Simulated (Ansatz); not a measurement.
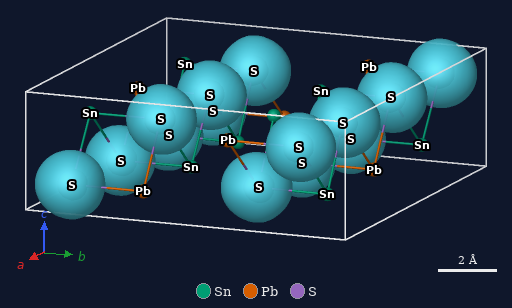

Figure 1: Sn2PbS3. Isosurface of the ELF at 0.7 (cyan), seen slightly off an axis. Only the valence region is drawn (cores and ρ < 0.01 e/Å³ removed). Sticks mark near contacts.

Space group Cmcm; a structure generated by program, which may or may not match a known phase.

Theory: DFT PBE, scalar-relativistic, plane waves, PAW (Ansatz).

```xyz
24
Lattice="12.4403 0.0000 0.0000 0.0000 11.9880 0.0000 0.0000 0.0000 4.1745" Properties=species:S:1:pos:R:3 pbc="T T T"
Sn    2.0591    1.5500    3.1309
Sn    8.2793    7.5440    3.1309
Sn    4.1610    7.5440    3.1309
Sn   10.3812    1.5500    3.1309
Sn    2.0591   10.4379    1.0436
Sn    8.2793    4.4439    1.0436
Sn    4.1610    4.4439    1.0436
Sn   10.3812   10.4379    1.0436
Pb    0.0000    7.5727    3.1309
Pb    6.2202    1.5787    3.1309
Pb    0.0000    4.4153    1.0436
Pb    6.2202   10.4093    1.0436
S     0.0000   10.2544    3.1309
S     6.2202    4.2604    3.1309
S     2.1183    4.1573    3.1309
S     8.3385   10.1513    3.1309
S     4.1018   10.1513    3.1309
S    10.3220    4.1573    3.1309
S     0.0000    1.7336    1.0436
S     6.2202    7.7276    1.0436
S     2.1183    7.8307    1.0436
S     8.3385    1.8367    1.0436
S     4.1018    1.8367    1.0436
S    10.3220    7.8307    1.0436
```

Where are the electrons localised?

At this value the surface marks out twelve regions wrapped around S (the valence shell of each), counted in one cell of 24 atoms. Regions shared between cells count once.

Values along the shortest contacts:
Sn–S (2.61 Å): the ELF peaks at about 0.85 in the valence shell of S, 0.8 Å from its nucleus, and is about 0.50 at the midpoint. Pb–S (2.68 Å): the ELF peaks at about 0.85 in the valence shell of S, 0.8 Å from its nucleus, and drops to about 0.25 between the two atoms.
